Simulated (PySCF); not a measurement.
C5H9NSi

```xyz
16

C     0.8713    1.1691    2.1838
C     0.9388    0.2142    1.4387
C     0.9856   -0.9205    0.5544
C     1.5959   -0.8092   -0.8171
C     0.1090   -0.9585   -0.6928
Si   -1.0495    0.4688   -1.0599
N    -2.2751    0.5136    0.1614
H     0.8368    2.0201    2.8382
H     1.1225   -1.8782    1.0681
H     2.1819   -1.6619   -1.1694
H     1.9937    0.1678   -1.1064
H    -0.2947   -1.9533   -0.9113
H    -1.7402    0.2497   -2.3683
H    -0.1963    1.6977   -1.1993
H    -3.1240    1.0404   -0.0123
H    -1.9626    0.6477    1.1189
```

Geometry: PBE0-D3(BJ)/def2-SVP.

Computed with PBE0/pcSseg-1, SCF density, gas phase, non-relativistic (PySCF).

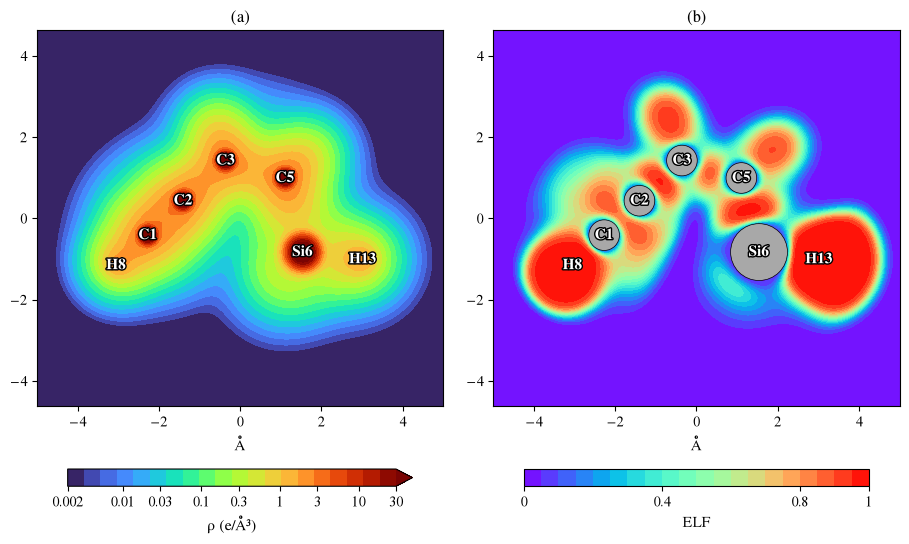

Figure 1. (a) electron density; (b) ELF on the plane of atoms C2, C3 and C5. Grey discs cover the atomic cores in the ELF map.

> What does the map show?

The section cuts through C, Si and H sites. C–C (1.21 Å): the density is about 2.7 e/Å³ at the midpoint; the ELF peaks at about 0.85 between the atoms (a short, multiple covalent bond). C–Si (1.87 Å): ρ is about 0.95 e/Å³ halfway; the ELF peaks at about 0.95 between the atoms; a shared electron pair. C–H (1.07 Å): the density is about 2 e/Å³ at the midpoint; the ELF climbs to about 1 towards the hydrogen, as it does in any bond to H; a covalent bond by its length. Si–H (1.50 Å): ρ is about 0.78 e/Å³ halfway; the ELF climbs to about 1 towards the hydrogen.

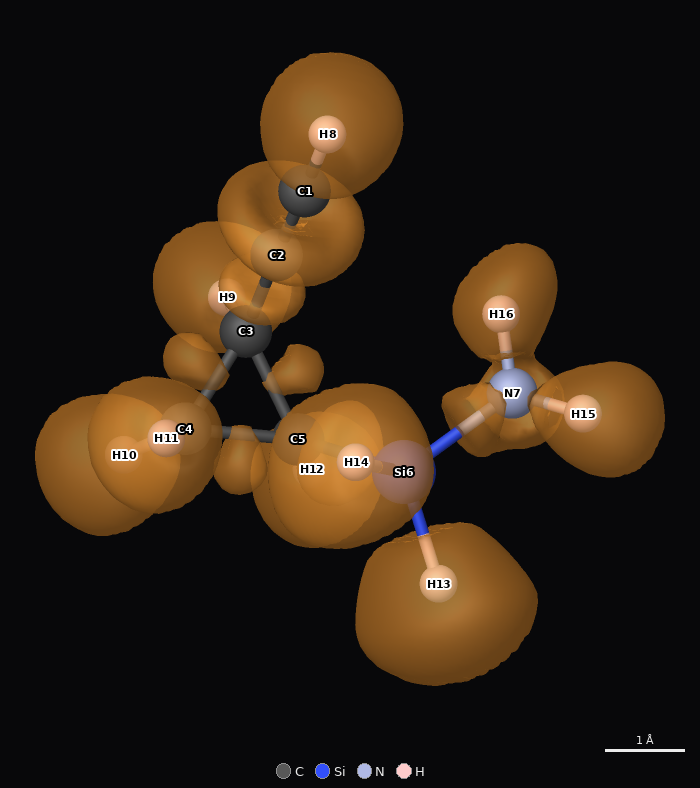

Figure 2. Isosurface of the electron localisation function at 0.8 (orange), seen at a tilt. Only the valence region is drawn (cores and ρ < 0.01 e/Å³ removed).

> Identify the bonds, lone pairs and shells in this picture.

The ELF exceeds this value in five regions between bonded C–C atoms (shared pairs), one region between bonded C–Si atoms (shared pairs), seven regions around hydrogen nuclei and one joined region spread over several atoms (H, N), in which their bonds and any lone pairs are merged. Along the contacts the grid gives the following. Si–N (1.73 Å): the ELF peaks at about 0.90 between the atoms: a polar covalent bond.

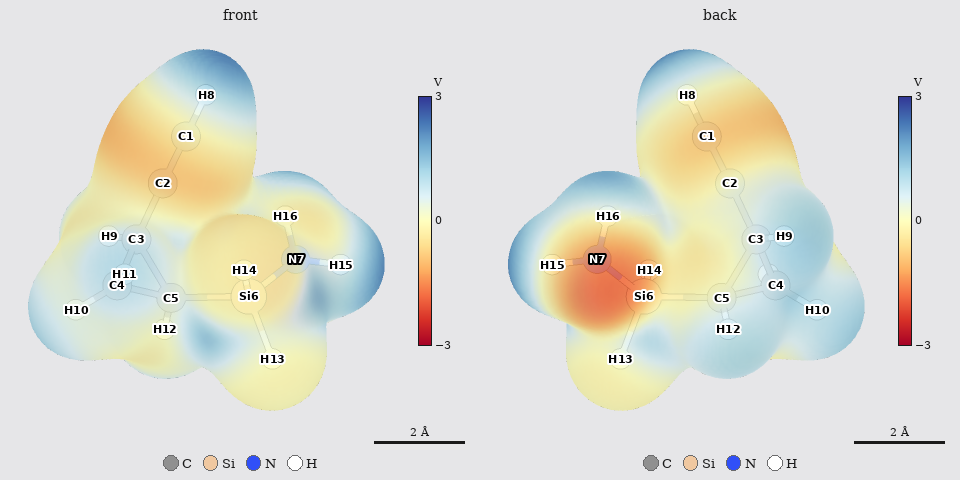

Figure 3. The molecular electrostatic potential painted on the density surface at 0.004 e/bohr³, seen from the front and from behind; the colour scale runs from red (negative) to blue (positive).

> Where is the surface potential most negative and most positive?

The most negative region (about −1.8 V, or −42 kcal/mol for a unit charge) lies over N7, the most positive (about +2.1 V, or +48 kcal/mol for a unit charge) over H8 and H15. N7 is the likeliest acceptor of a hydrogen bond.

> How polar is the molecule by this calculation?

Its dipole moment is 0.38 D.
